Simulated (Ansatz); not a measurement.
Crystal: Fe, the end point of a relaxation with Ansatz 0.2.0, DFT, revPBE, plane waves (420 eV) with PAW, scalar-relativistic.

```cif
data_structure
_symmetry_space_group_name_H-M 'Im-3m'
_symmetry_Int_Tables_number 229
_cell_length_a 2.8200
_cell_length_b 2.8200
_cell_length_c 2.8200
_cell_angle_alpha 90.000
_cell_angle_beta 90.000
_cell_angle_gamma 90.000
_cell_volume 22.43
loop_
_atom_site_label
_atom_site_type_symbol
_atom_site_symmetry_multiplicity
_atom_site_Wyckoff_symbol
_atom_site_fract_x
_atom_site_fract_y
_atom_site_fract_z
_atom_site_occupancy
Fe1 Fe 2 a 0.00000 0.00000 0.00000 1
```

Q: What does its first Brillouin zone look like, and which path through it is standard?

A: It has a body-centred cubic lattice (cI; extended symbol cI1). The zone is a rhombic dodecahedron in its combinatorial type: 12 faces (12 with 4 edges), 24 edges, 14 vertices. Path: Γ–H–N–Γ–P–H | P–N.

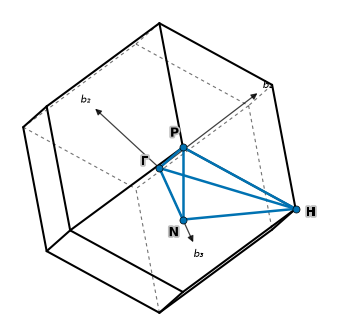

Labels and path follow the convention of Hinuma et al. (2017), as computed by seekpath; the arrows show the directions of the reciprocal primitive vectors b₁, b₂, b₃, in which coordinates are given; lengths include the factor 2π.

```json
{"point": "Γ", "k₁": "0", "k₂": "0", "k₃": "0", "length of k (1/Å)": "0.000"}
{"point": "H", "k₁": "1/2", "k₂": "−1/2", "k₃": "1/2", "length of k (1/Å)": "2.228"}
{"point": "P", "k₁": "1/4", "k₂": "1/4", "k₃": "1/4", "length of k (1/Å)": "1.930"}
{"point": "N", "k₁": "0", "k₂": "0", "k₃": "1/2", "length of k (1/Å)": "1.575"}
```
